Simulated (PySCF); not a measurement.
**C4H7ClSi: a tour of settings**

Aim: see how C4H7ClSi (`ClC1=CC[SiH2]C1`) answers to the choice of functional, basis, grid and SCF options, and what happens with inputs that are wrong on purpose.

The runs use PySCF 2.14.0, with density-fitted response routines of our own; the level of theory stands in each step. All values are computed, except where a source is named. Atoms are numbered from 0 throughout.

### Step 1. The molecule as given

13 atoms, charge 0, multiplicity 1; geometry from: GFN2-xTB.

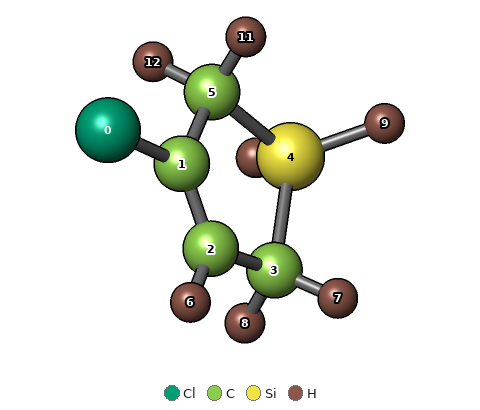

The starting geometry (chlorine teal, carbon green, silicon yellow, hydrogen brown), atoms numbered.

### Step 2. Excited states and response: PBE0/6-311G** in methanol

The job: settings as JSON, then the geometry in Å.

```
{"job": {"kind": "uv", "xc": "PBE0", "basis": "6-311G**", "solvent": "methanol", "nstates": 3, "ntriplets": 2, "tda": true}, "charge": 0, "multiplicity": 1}
Cl     2.771619    -1.241919     0.274472
C      1.170271    -0.593448     0.104192
C      0.128947    -1.350029    -0.200236
C     -1.208933    -0.684539    -0.322777
Si    -0.861799     1.158844     0.039412
C      1.006892     0.876291     0.316928
H      0.206879    -2.413989    -0.361529
H     -1.618030    -0.860293    -1.319038
H     -1.911692    -1.138546     0.377619
H     -1.134054     2.029398    -1.106301
H     -1.540989     1.645656     1.242295
H      1.640385     1.426035    -0.380100
H      1.346115     1.147025     1.317336
```

Level: TDA PBE0/6-311G**, vertical, IEF-PCM methanol (non-equilibrium linear response), core orbitals frozen in the response.

Command:

```bash
> OMP_NUM_THREADS=1 python probes_run.py task.json out
```

The driver reads the jobs from task.json and runs them one after another.

The program printed:

```text
coarse grid: 11936 points
cycle   1  E = -905.8655453442  dE =  6.888e-01  |g| = 4.147e-01  |ddm| = 3.003e+00
cycle   2  E = -905.8494852916  dE =  1.606e-02  |g| = 4.777e-01  |ddm| = 6.438e-01
cycle   3  E = -905.9039958122  dE = -5.451e-02  |g| = 8.037e-02  |ddm| = 3.729e-01
cycle   4  E = -905.9052388431  dE = -1.243e-03  |g| = 4.086e-02  |ddm| = 9.096e-02
cycle   5  E = -905.9056361435  dE = -3.973e-04  |g| = 8.257e-03  |ddm| = 3.751e-02
cycle   6  E = -905.9056518909  dE = -1.575e-05  |g| = 1.805e-03  |ddm| = 9.476e-03
cycle   7  E = -905.9056525369  dE = -6.460e-07  |g| = 4.901e-04  |ddm| = 1.943e-03
final grid: 106112 points
cycle   8  E = -905.9117632337  dE = -2.773e-05  |g| = 5.906e-03  |ddm| = 2.509e-02
cycle   9  E = -905.9117598382  dE =  3.396e-06  |g| = 6.923e-03  |ddm| = 1.053e-02
cycle  10  E = -905.9117720602  dE = -1.222e-05  |g| = 6.001e-04  |ddm| = 5.770e-03
cycle  11  E = -905.9117721368  dE = -7.655e-08  |g| = 1.601e-04  |ddm| = 7.429e-04
cycle  12  E = -905.9117721411  dE = -4.324e-09  |g| = 8.218e-05  |ddm| = 1.678e-04
cycle  13  E = -905.9117721427  dE = -1.593e-09  |g| = 1.684e-05  |ddm| = 7.644e-05
cycle  14  E = -905.9117721427  dE = -6.662e-11  |g| = 4.461e-06  |ddm| = 1.819e-05
converged SCF energy = -905.9117721427

Static polarisability (au): isotropic 100.965, principal 71.117 102.182 129.596

Singlet excitations
state   eV       nm        f      main configurations
  1   6.2554    198.2   0.00068   H->L+1 0.89
  2   6.7813    182.8   0.00030   H->L+2 0.90
  3   7.0447    176.0   0.00015   H->L+3 0.86

Triplet excitations (Tamm-Dancoff, eV): 4.2693 5.8598
```

It took 17 s on 1 thread of Intel Xeon 6975P-C, shared host; peak memory 0.79 GiB.

Frontier orbitals and where they lie:

```
orbital     eV                         atoms
 HOMO−3  -9.37  Si4 24 %, Cl0 20 %, H10 20 %
 HOMO−2  -8.80   C3 30 %, Cl0 25 %, Si4 20 %
 HOMO−1  -8.38   Cl0 28 %, C5 26 %, Si4 21 %
   HOMO  -6.94    C2 35 %, C1 27 %, Cl0 20 %
   LUMO   0.43     C2 42 %, C1 39 %, Cl0 4 %
 LUMO+1   0.59   Si4 54 %, Cl0 14 %, C1 11 %
 LUMO+2   1.03     Si4 44 %, H9 8 %, H10 8 %
```

Ground-state properties from the same run:

```
           property  computed
  dipole moment (D)      2.51
polarisability (Å³)     14.96
 HOMO–LUMO gap (eV)      7.38
      −ε(HOMO) (eV)      6.94
```

### Step 3. J couplings: BP86/pcSseg-1 in chloroform

Same as in step 2 but for these lines:

```diff
@@ -1,2 +1,2 @@
-{"job": {"kind": "uv", "xc": "PBE0", "basis": "6-311G**", "solvent": "methanol", "nstates": 3, "ntriplets": 2, "tda": true}, "charge": 0, "multiplicity": 1}
+{"job": {"kind": "j", "xc": "BP86", "basis": "pcSseg-1", "solvent": "chloroform"}, "charge": 0, "multiplicity": 1}
 Cl     2.771619    -1.241919     0.274472
```

Level: BP86/pcSseg-1 indirect spin-spin coupling, non-relativistic, IEF-PCM chloroform.

The program printed:

```text
coarse grid: 11936 points
cycle   1  E = -906.2196938574  dE =  5.577e-01  |g| = 5.530e-01  |ddm| = 3.469e+00
cycle   2  E = -906.0807444339  dE =  1.389e-01  |g| = 8.926e-01  |ddm| = 1.300e+00
cycle   3  E = -906.2940458031  dE = -2.133e-01  |g| = 1.519e-01  |ddm| = 9.498e-01
cycle   4  E = -906.2994111770  dE = -5.365e-03  |g| = 6.460e-02  |ddm| = 1.998e-01
cycle   5  E = -906.3004231985  dE = -1.012e-03  |g| = 2.101e-02  |ddm| = 7.557e-02
cycle   6  E = -906.3005204957  dE = -9.730e-05  |g| = 5.126e-03  |ddm| = 2.274e-02
cycle   7  E = -906.3005266015  dE = -6.106e-06  |g| = 1.773e-03  |ddm| = 6.211e-03
final grid: 106112 points
cycle   8  E = -906.3451075458  dE = -3.544e-05  |g| = 6.402e-03  |ddm| = 3.230e-02
cycle   9  E = -906.3450971218  dE =  1.042e-05  |g| = 8.718e-03  |ddm| = 1.172e-02
cycle  10  E = -906.3451140649  dE = -1.694e-05  |g| = 1.583e-03  |ddm| = 7.893e-03
cycle  11  E = -906.3451145618  dE = -4.969e-07  |g| = 8.530e-04  |ddm| = 1.983e-03
cycle  12  E = -906.3451146750  dE = -1.133e-07  |g| = 1.154e-04  |ddm| = 8.162e-04
cycle  13  E = -906.3451146782  dE = -3.176e-09  |g| = 1.656e-05  |ddm| = 1.422e-04
cycle  14  E = -906.3451146783  dE = -6.139e-11  |g| = 4.529e-06  |ddm| = 2.718e-05
converged SCF energy = -906.3451146783

Indirect spin-spin couplings (Hz)
  i      j    bonds     total        FC       PSO       DSO        SD
  1 C    2 C    1    104.429   112.492    -8.360     0.296         -
  1 C    3 C    2      9.003     8.898     0.071     0.034         -
  1 C    4 Si   2    -11.708   -11.710     0.040    -0.036    -0.002
  1 C    5 C    1     52.989    54.392    -1.712     0.308         -
  1 C    6 H    2     -3.020    -1.681    -1.087    -0.253         -
  1 C    7 H    3      9.138     9.207     0.176    -0.245         -
  1 C    8 H    3      9.128     9.197     0.176    -0.245         -
  1 C    9 H    3      2.835     2.977     0.073    -0.215         -
  1 C   10 H    3      2.844     2.986     0.073    -0.215         -
  1 C   11 H    2     -8.351    -8.380    -0.101     0.130         -
  1 C   12 H    2     -8.363    -8.392    -0.102     0.131         -
  2 C    3 C    1     48.899    49.950    -1.297     0.246         -
  2 C    4 Si   2     -1.476    -1.735     0.217    -0.013     0.055
  2 C    5 C    2      7.010     7.309    -0.304     0.006         -
  2 C    6 H    1    155.643   154.187     0.453     1.003         -
  2 C    7 H    2     -6.334    -6.359     0.047    -0.022         -
  2 C    8 H    2     -6.347    -6.372     0.047    -0.022         -
  2 C    9 H    3      0.959     1.159     0.080    -0.281         -
  2 C   10 H    3      0.962     1.162     0.081    -0.281         -
  2 C   11 H    3      6.191     6.309     0.203    -0.320         -
  2 C   12 H    3      6.191     6.309     0.202    -0.320         -
  3 C    4 Si   1    -52.751   -52.008     0.968    -0.097    -1.614
  3 C    5 C    2      3.652     3.806    -0.174     0.019         -
  3 C    6 H    2      2.775     2.835     0.167    -0.227         -
  3 C    7 H    1    137.538   135.158     1.488     0.892         -
  3 C    8 H    1    137.543   135.163     1.488     0.892         -
  3 C    9 H    2      2.634     2.824     0.017    -0.208         -
  3 C   10 H    2      2.640     2.830     0.018    -0.208         -
  3 C   11 H    3      0.463     0.591     0.147    -0.275         -
  3 C   12 H    3      0.455     0.583     0.147    -0.275         -
  4 Si   5 C    1    -53.464   -53.289     1.411    -0.104    -1.483
  4 Si   6 H    3    -12.145   -12.244    -0.234     0.311     0.023
  4 Si   7 H    2      4.200     4.232     0.060     0.111    -0.204
  4 Si   8 H    2      4.201     4.234     0.060     0.111    -0.204
  4 Si   9 H    1   -198.835  -198.939     0.783    -0.252    -0.427
  4 Si  10 H    1   -198.841  -198.945     0.782    -0.252    -0.426
  4 Si  11 H    2      3.983     3.930     0.141     0.093    -0.182
  4 Si  12 H    2      3.985     3.933     0.141     0.093    -0.182
  5 C    6 H    3      5.844     5.942     0.364    -0.462         -
  5 C    7 H    3     -0.115    -0.003     0.162    -0.273         -
  5 C    8 H    3     -0.117    -0.005     0.161    -0.273         -
  5 C    9 H    2      3.288     3.487    -0.022    -0.177         -
  5 C   10 H    2      3.293     3.493    -0.022    -0.177         -
  5 C   11 H    1    139.729   137.338     1.398     0.993         -
  5 C   12 H    1    139.716   137.324     1.398     0.993         -
  6 H    7 H    3      2.833     2.747     0.593    -0.507         -
  6 H    8 H    3      2.834     2.748     0.594    -0.508         -
  6 H    9 H    4      0.175     0.595     1.029    -1.448         -
  6 H   10 H    4      0.176     0.596     1.029    -1.449         -
  6 H   11 H    4     -2.260    -1.981     1.451    -1.730         -
  6 H   12 H    4     -2.264    -1.985     1.451    -1.730         -
  7 H    8 H    2    -16.497   -16.827     2.304    -1.974         -
  7 H    9 H    3      3.724     3.726    -0.142     0.140         -
  7 H   10 H    3      1.752     2.498     1.059    -1.805         -
  7 H   11 H    4      0.703     0.951     0.739    -0.987         -
  7 H   12 H    4      2.373     2.781     1.400    -1.808         -
  8 H    9 H    3      1.756     2.502     1.059    -1.805         -
  8 H   10 H    3      3.720     3.723    -0.141     0.137         -
  8 H   11 H    4      2.372     2.780     1.400    -1.808         -
  8 H   12 H    4      0.706     0.953     0.738    -0.986         -
  9 H   10 H    2      6.005     7.261     0.877    -2.133         -
  9 H   11 H    3      3.860     3.809    -0.185     0.236         -
  9 H   12 H    3      2.049     2.747     1.034    -1.732         -
 10 H   11 H    3      2.045     2.742     1.033    -1.730         -
 10 H   12 H    3      3.862     3.811    -0.185     0.236         -
 11 H   12 H    2    -16.242   -16.768     2.211    -1.686         -
```

Wall time 12 s (1 thread of Intel Xeon 6975P-C, shared host); peak memory 0.58 GiB.

The basis is not made for couplings: without tight functions at the nuclei these values are rough.

Couplings of 1 Hz or more, nine at most for each number of bonds, with means over like pairs (isotopes 13C, 1H, 29Si):

```
   pair  bonds  J (Hz)  Fermi contact (Hz)  dihedral (°)
 Si4–H9      1  -198.8              -198.9             –
  C2–H6      1   155.6               154.2             –
 C5–H11      1   139.7               137.3             –
  C3–H7      1   137.5               135.2             –
  C1–C2      1   104.4               112.5             –
 Si4–C5      1   -53.5               -53.3             –
  C1–C5      1    53.0                54.4             –
 C3–Si4      1   -52.8               -52.0             –
  C2–C3      1    48.9                50.0             –
  H7–H8      2   -16.5               -16.8             –
H11–H12      2   -16.2               -16.8             –
 C1–Si4      2   -11.7               -11.7             –
  C1–C3      2     9.0                 8.9             –
 C1–H11      2    -8.4                -8.4             –
  C2–C5      2     7.0                 7.3             –
  C2–H7      2    -6.3                -6.4             –
 H9–H10      2     6.0                 7.3             –
 Si4–H7      2     4.2                 4.2             –
 Si4–H6      3   -12.1               -12.2          -180
  C1–H7      3     9.1                 9.2           122
 C2–H11      3     6.2                 6.3          -122
  C5–H6      3     5.8                 5.9           180
 H9–H11      3     3.9                 3.8             2
  H7–H9      3     3.7                 3.7            -3
  C1–H9      3     2.8                 3.0          -117
  H6–H7      3     2.8                 2.7           -58
 H9–H12      3     2.0                 2.7           124
 H7–H12      4     2.4                 2.8             –
 H6–H11      4    -2.3                -2.0             –
```

Where two rows join the same classes of atoms, they are the two kinds of pair (J and J′ of an AA′XX′ pattern), each a mean over its own pairs alone.

The spin-dipole term was solved for some atoms only; pairs without it lack that part.

The response was solved for the nuclei of C, H, Si alone, so couplings that need other nuclei can be missing.

Quadrupole couplings from the field gradients of the same density:

```
atom  isotope  eQq/h (MHz)     η
 Cl0     35Cl        -69.4  0.12
```

### Step 4. J couplings: B3LPY/pcseg-1

Same as in step 3 but for these lines:

```diff
@@ -1,2 +1,2 @@
-{"job": {"kind": "j", "xc": "BP86", "basis": "pcSseg-1", "solvent": "chloroform"}, "charge": 0, "multiplicity": 1}
+{"job": {"kind": "j", "xc": "B3LPY", "basis": "pcseg-1", "scf": {"diis": false, "max_cycle": 69}}, "charge": 0, "multiplicity": 1}
 Cl     2.771619    -1.241919     0.274472
```

Method: B3LPY/pcseg-1.

The program printed:

```text
KeyError: "LibXCFunctional: name 'B3LPY' not found."
```

Wall time 0.12 s (1 thread of Intel Xeon 6975P-C, shared host).

**What went wrong.** No functional is called B3LPY: the name is misspelt. The remedy is to type the name correctly.

### Step 5. Ultraviolet spectrum: PBE0/IGLO-II

Same as in step 4 but for these lines:

```diff
@@ -1,2 +1,2 @@
-{"job": {"kind": "j", "xc": "B3LPY", "basis": "pcseg-1", "scf": {"diis": false, "max_cycle": 69}}, "charge": 0, "multiplicity": 1}
+{"job": {"kind": "uv", "xc": "PBE0", "basis": "IGLO-II", "nstates": 1, "ntriplets": 5, "tda": true, "grid": 1}, "charge": 0, "multiplicity": 1}
 Cl     2.771619    -1.241919     0.274472
```

Level: TDA PBE0/IGLO-II, vertical, gas phase, core orbitals frozen in the response.

The program printed:

```text
final grid: 50752 points
cycle   1  E = -905.8105533879  dE =  6.669e-01  |g| = 4.362e-01  |ddm| = 2.940e+00
cycle   2  E = -905.7942965697  dE =  1.626e-02  |g| = 4.764e-01  |ddm| = 6.263e-01
cycle   3  E = -905.8466706776  dE = -5.237e-02  |g| = 1.093e-01  |ddm| = 3.915e-01
cycle   4  E = -905.8491128455  dE = -2.442e-03  |g| = 5.329e-02  |ddm| = 1.309e-01
cycle   5  E = -905.8497966356  dE = -6.838e-04  |g| = 9.245e-03  |ddm| = 4.341e-02
cycle   6  E = -905.8498151499  dE = -1.851e-05  |g| = 3.426e-03  |ddm| = 1.174e-02
cycle   7  E = -905.8498173639  dE = -2.214e-06  |g| = 8.918e-04  |ddm| = 3.524e-03
cycle   8  E = -905.8498175541  dE = -1.902e-07  |g| = 1.602e-04  |ddm| = 8.676e-04
cycle   9  E = -905.8498175606  dE = -6.462e-09  |g| = 2.838e-05  |ddm| = 1.991e-04
cycle  10  E = -905.8498175607  dE = -1.967e-10  |g| = 6.734e-06  |ddm| = 3.636e-05
converged SCF energy = -905.8498175607

Static polarisability (au): isotropic 77.555, principal 56.842 78.668 97.156

Singlet excitations
state   eV       nm        f      main configurations
  1   6.3265    196.0   0.00136   H->L+1 0.89

Triplet excitations (Tamm-Dancoff, eV): 4.2054 5.9481 6.5519 6.9503 7.0088
```

It took 13 s on 1 thread of Intel Xeon 6975P-C, shared host; peak memory 0.83 GiB.

Key values: HOMO -6.89 eV, LUMO 0.36 eV; lowest singlet 6.33 eV.

### Step 6. Nuclear shieldings: HCTH407/def2-SVPD

Same as in step 5 but for these lines:

```diff
@@ -1,2 +1,2 @@
-{"job": {"kind": "uv", "xc": "PBE0", "basis": "IGLO-II", "nstates": 1, "ntriplets": 5, "tda": true, "grid": 1}, "charge": 0, "multiplicity": 1}
+{"job": {"kind": "nmr", "xc": "HCTH407", "basis": "def2-SVPD", "pop": false, "scf": {"damp": 0.3}}, "charge": 0, "multiplicity": 1}
 Cl     2.771619    -1.241919     0.274472
```

Method: GIAO HCTH407/def2-SVPD NMR shielding, non-relativistic, gas phase.

The program printed:

```text
damping 0.30 in the first 6 cycles
final grid: 106112 points
cycle   1  E = -905.9993068187  dE =  4.915e-01  |g| = 5.129e-01  |ddm| = 7.470e+00
cycle   2  E = -906.0217582459  dE = -2.245e-02  |g| = 4.385e-01  |ddm| = 1.559e+00
cycle   3  E = -906.0091001830  dE =  1.266e-02  |g| = 4.845e-01  |ddm| = 1.406e+00
cycle   4  E = -905.9650037539  dE =  4.410e-02  |g| = 6.127e-01  |ddm| = 1.650e+00
cycle   5  E = -905.8738199284  dE =  9.118e-02  |g| = 8.379e-01  |ddm| = 2.329e+00
cycle   6  E = -904.9890729095  dE =  8.847e-01  |g| = 1.903e+00  |ddm| = 5.452e+00
cycle   7  E = -890.7528534678  dE =  1.424e+01  |g| = 6.249e+00  |ddm| = 2.093e+01
cycle   8  E = -905.6326681446  dE = -1.488e+01  |g| = 1.278e+00  |ddm| = 1.938e+01
cycle   9  E = -905.9156808667  dE = -2.830e-01  |g| = 7.334e-01  |ddm| = 3.032e+00
cycle  10  E = -906.0663489959  dE = -1.507e-01  |g| = 1.720e-01  |ddm| = 1.376e+00
cycle  11  E = -906.0720743210  dE = -5.725e-03  |g| = 1.110e-01  |ddm| = 9.917e-01
cycle  12  E = -906.0755617029  dE = -3.487e-03  |g| = 1.520e-02  |ddm| = 3.872e-01
cycle  13  E = -906.0756252401  dE = -6.354e-05  |g| = 5.464e-03  |ddm| = 4.118e-02
cycle  14  E = -906.0756327206  dE = -7.480e-06  |g| = 1.057e-03  |ddm| = 1.265e-02
cycle  15  E = -906.0756330849  dE = -3.643e-07  |g| = 2.474e-04  |ddm| = 4.092e-03
cycle  16  E = -906.0756331036  dE = -1.866e-08  |g| = 5.895e-05  |ddm| = 7.982e-04
cycle  17  E = -906.0756331045  dE = -9.563e-10  |g| = 1.555e-05  |ddm| = 1.708e-04
converged SCF energy = -906.0756331045

GIAO shielding tensors (ppm)
atom      isotropic    diamagn.    paramagn.     s11        s22        s33       span
  0 Cl     730.404    1146.037    -415.633    538.181    661.439    991.593    453.412
  1 C       55.915     251.701    -195.786    -23.035     93.346     97.435    120.470
  2 C       70.643     237.306    -166.663    -13.374     86.291    139.012    152.386
  3 C      175.022     261.739     -86.716    161.300    165.115    198.653     37.353
  4 Si     433.054     884.612    -451.558    386.636    435.986    476.540     89.904
  5 C      168.339     267.647     -99.308    145.586    161.594    197.839     52.253
  6 H       25.829      32.203      -6.374     23.052     25.256     29.180      6.129
  7 H       29.888      28.068       1.820     25.732     27.519     36.413     10.680
  8 H       29.890      28.084       1.806     25.734     27.521     36.415     10.681
  9 H       27.263      29.481      -2.218     24.268     25.013     32.508      8.240
 10 H       27.261      29.478      -2.218     24.266     25.011     32.505      8.239
 11 H       29.732      28.161       1.571     25.345     28.960     34.891      9.547
 12 H       29.734      28.177       1.557     25.348     28.961     34.894      9.546
```

It took 26 s on 1 thread of Intel Xeon 6975P-C, shared host; peak memory 0.65 GiB.

Shifts follow as δ = σ(reference) − σ, with reference shieldings (ppm) from runs at the same level and on the same kind of geometry: 1H TMS 31.86, 13C TMS 190.2, 29Si TMS 379.8. The references are single molecules in the gas phase. Atoms listed in one row are averaged.

```
   atoms                                                environment  σ (ppm)  δ (ppm)
      C1                            fully substituted alkene carbon     55.9    134.3
      C2                                                  alkene CH     70.6    119.6
      C5                               allylic sp3 CH2 bonded to Si    168.3     21.9
      C3                               allylic sp3 CH2 bonded to Si    175.0     15.2
      H6                                   hydrogen on an alkene CH    25.83     6.04
 H9, H10  hydrogen on a silicon bonded to 2 C, in a 5-membered ring    27.26     4.60
H11, H12                hydrogen on an allylic sp3 CH2 bonded to Si    29.73     2.13
  H7, H8                hydrogen on an allylic sp3 CH2 bonded to Si    29.89     1.98
     Cl0                                       chlorine bonded to C      730        –
     Si4           silicon bonded to 2 C, 2 H, in a 5-membered ring    433.1    -53.2
```

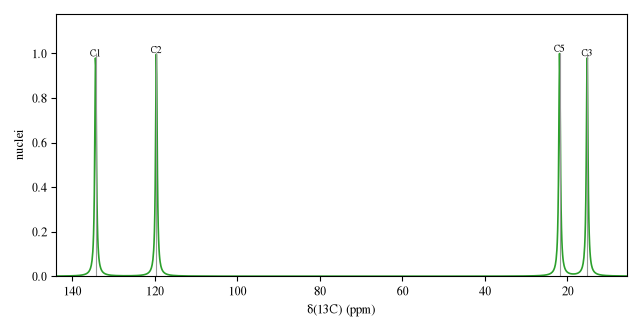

13C lines at the computed shifts, without couplings. Lines are broadened to a width of 0.48 ppm (Lorentzian).

Ring of atoms C1, C2, C3, Si4, C5: NICS(0) -1.7, NICS(1) -1.7, NICS(1)zz 0.2 ppm (means of both faces).

### Step 7. Run by run: electronic excitations

Excitations and ground-state properties, with basis size and wall time:

```
                      run  lowest singlet (eV)  brightest (eV)      f  gap (eV)  α (Å³)  μ (D)  functions  time
PBE0/6-311G** in methanol                 6.26            6.26  0.001      7.38   14.96   2.51        166  17 s
             PBE0/IGLO-II                 6.33            6.33  0.001      7.25   11.49   1.63        200  13 s
```

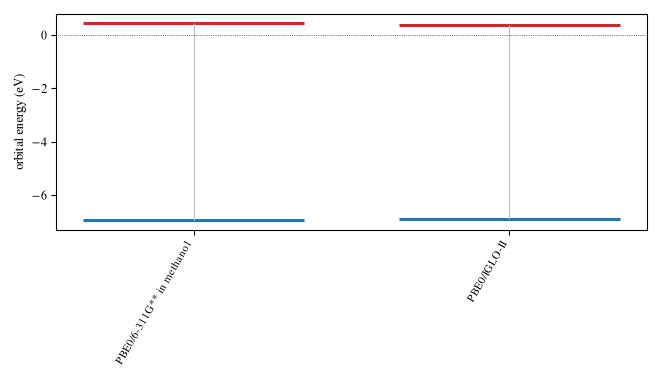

HOMO (blue) and LUMO (red) run by run.

### Step 8. Summary of results

| quantity | value |
| --- | --- |
| lowest singlet (PBE0/6-311G**) | 6.26 eV (198 nm), f = 0.001 |
| lowest triplet | 4.27 eV |
| largest coupling of the table (BP86/pcSseg-1) | 1J(Si,H) Si4–H9, -198.8 Hz |
| 13C shifts against TMS (HCTH407/def2-SVPD) | 134.3, 119.6, 21.9, 15.2 ppm |
| 1H shifts against TMS (HCTH407/def2-SVPD, means over atoms taken as alike) | 6.04, 4.60, 2.13, 1.98 ppm |
| 29Si shifts against TMS (HCTH407/def2-SVPD) | -53.2 ppm |
| shieldings of Cl (HCTH407/def2-SVPD) | Cl0 730.4 ppm |
| range of the lowest singlet | 6.26 to 6.33 eV |
| property runs in this session | 5, of which 1 failed and 0 gave unsound results |

What this shows: Single values in the summary come from the first run of each kind that ended normally (PBE0/6-311G**; BP86/pcSseg-1; HCTH407/def2-SVPD), which need not be the best level. The lowest singlet, at 6.26 eV, is HOMO→LUMO+1 0.89 and is dark. The lowest triplet lies 1.99 eV below the lowest singlet. Of the pairs tabulated at BP86/pcSseg-1, Si4–H9 (mean over like pairs) couples most strongly (-198.8 Hz; Fermi contact -198.9 Hz). Couplings across rotatable bonds belong to this one conformer; where others are populated, the observed values are averages. At HCTH407/def2-SVPD: The widest tensor belongs to Cl0: span 453 ppm, with a paramagnetic part of -416 ppm. The lowest singlet runs from 6.26 eV (PBE0/6-311G** in methanol) to 6.33 eV (PBE0/IGLO-II), while the orbital gap spans 7.25 to 7.38 eV. The lowest state need not be the same one in every run. The runs solved for a few states only, so the brightest column depends on that window. Couplings from bases without tight functions are rough.
